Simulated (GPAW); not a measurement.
Band structure of Al2Pd (Fm-3m, 3 atoms in the cell).

```
CELL_PARAMETERS angstrom
      0.00000     2.94954     2.94954
      2.94954     0.00000     2.94954
      2.94954     2.94954     0.00000
ATOMIC_POSITIONS crystal
  Al 0.25000 0.25000 0.25000
  Al 0.75000 0.75000 0.75000
  Pd 0.00000 0.00000 0.00000
```

Level of theory: PBEsol, GPAW PAW datasets PBEsol (made by gpaw-setup) (plane waves; GPAW).

Settings: mode = pw; ecut = 600 eV; xc = PBEsol; kpts = 7 7 7; mesh shift (steps) = 0 0 0; occupations.name = methfessel-paxton; occupations.width = 0.136 eV; occupations.order = 0; nbands = -9; convergence.density = 1e-05 e/electron; convergence.energy = 1e-05 eV/electron; symmetry.symmorphic = false; symmetry.tolerance = 0.0005; maxiter = 150.

The starting cell comes from a database of computed structures (which also holds hypothetical and non-ambient phases and stackings), without a prior relaxation at this level. Spin polarisation is off.

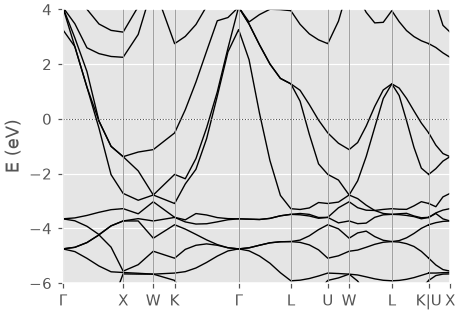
Figure. Bands along the path, energies from the Fermi level.

Levels in eV from the Fermi level, bands 8 to 15:
| point | 8 | 9 | 10 | 11 | 12 | 13 | 14 | 15 |
|---|---|---|---|---|---|---|---|---|
| Γ | -3.65 | -3.65 | 3.26 | 4.08 | 4.08 | 4.08 | 4.61 | 4.61 |
| X | -3.73 | -3.28 | -2.72 | -1.38 | -1.38 | 2.25 | 3.17 | 8.44 |
| W | -3.73 | -3.03 | -2.78 | -2.78 | -1.12 | 4.90 | 4.90 | 6.09 |
| K | -3.60 | -3.60 | -3.09 | -2.03 | -0.51 | 2.75 | 5.45 | 6.75 |
| L | -3.49 | -3.49 | -3.28 | 1.28 | 1.28 | 3.95 | 4.45 | 4.45 |
| U | -3.60 | -3.60 | -3.09 | -2.03 | -0.51 | 2.75 | 5.45 | 6.75 |

Bands cross the Fermi level along this path, so the cell is metallic at this level.
